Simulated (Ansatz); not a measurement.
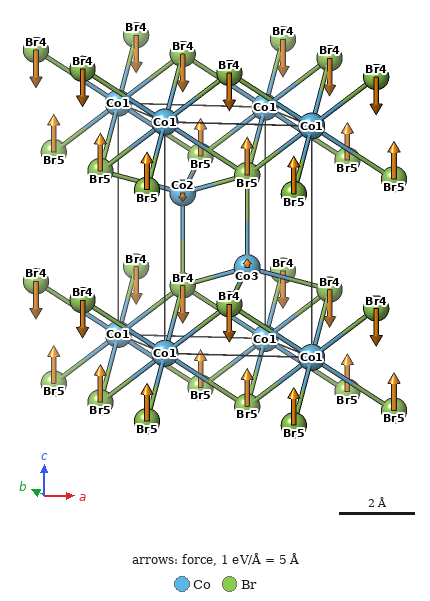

Starting geometry of a crystal of Co3Br2 (built on the A-type sesquioxide_164 type) with the computed forces as orange arrows. The picture is a ball-and-stick view of the cell of the calculation, seen slightly off an axis.

Case: anti-A-type sesquioxide type (P-3m1, No. 164).

Level of theory: DFT PBE, scalar-relativistic, plane waves, PAW in Ansatz. (plane-wave cutoff 420 eV; k-point mesh 12 × 12 × 6; occupations gaussian; smearing width 0.1 eV; collinear spin; cell and atoms relaxed; force threshold 0.01 eV/Å; at most 80 steps)

Is this structure relaxed? If not, where do the atoms go?

It isn't relaxed: the largest force vector, on Br atoms, is 0.21 eV/Å. The final displacements follow the starting forces only in part (cosine between the two patterns 0.75). The largest moves relative to the cell, 0.091 Å, are those of Br4 and Br5. Br4 goes along −c. Largest moves by element: Br 0.091 Å, Co 0.049 Å. The drawn cell changes as follows: a = b 4.018 → 4.045 Å (+0.7 %), c 6.252 → 5.665 Å (−9.4 %); the volume changes by −8.2 %. Near-neighbour distances that change, for instance: Co1–Br4 2.780 → 2.671 Å, Co2–Br4 2.501 → 2.406 Å, Co2–Br5 2.420 → 2.428 Å. Bond angles that change, for instance: Br4–Co1–Br5 87.4° → 81.6°, Br4–Co1–Br4 92.6° → 98.4°. The space group stays P-3m1 (No. 164). The energy falls by 0.216 eV per cell of the calculation in 4 accepted moves (5 points after the start). The largest force component goes from 0.21 to 0.0081 eV/Å. The pressure goes from −3.79 to 0.01 GPa. The SCF was repeated once at an unchanged geometry on a basis and grid sized afresh for the cell, which shifted the energy by 3.4 meV per cell of the calculation at most.
